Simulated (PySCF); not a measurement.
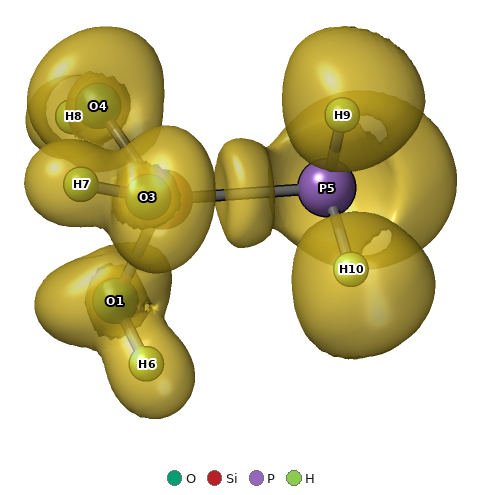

Figure. H5O3PSi (SMILES O[Si](O)(O)P). Isosurface of the electron localisation function at 0.75 (yellow), seen at a tilt. Core shells and regions of very low density are left out.

Geometry: PBE0-D3(BJ)/def2-SVP.

Theory: PBE0/pcSseg-2, SCF density, gas phase, non-relativistic in PySCF.

```yaml
atoms:
  - { symbol: O, position_ang: [-1.3238, -0.4656, -1.1156] }
  - { symbol: Si, position_ang: [-0.2542, 0.1851, -0.0248] }
  - { symbol: O, position_ang: [-0.4988, -0.3338, 1.5253] }
  - { symbol: O, position_ang: [-0.5462, 1.8114, -0.0667] }
  - { symbol: P, position_ang: [1.8557, -0.3250, -0.6098] }
  - { symbol: H, position_ang: [-1.2729, -1.4113, -1.2802] }
  - { symbol: H, position_ang: [-1.2801, 0.0304, 1.9565] }
  - { symbol: H, position_ang: [-0.8744, 2.1506, -0.9050] }
  - { symbol: H, position_ang: [2.3712, 0.0395, 0.6712] }
  - { symbol: H, position_ang: [1.6985, -1.6997, -0.2432] }
```

Where are the electrons localised?

Answer. The surface consists of three joined regions spread over several atoms (H, O), in which their bonds and any lone pairs are merged and one joined region spread over several atoms (H, P), in which their bonds and any lone pairs are merged. Profiles from the grid: Si–O (1.65 Å): the ELF peaks at about 0.85 between the atoms (a shared but strongly polarised pair). Si–P (2.25 Å): the ELF peaks at about 0.95 between the atoms (a covalent bond).
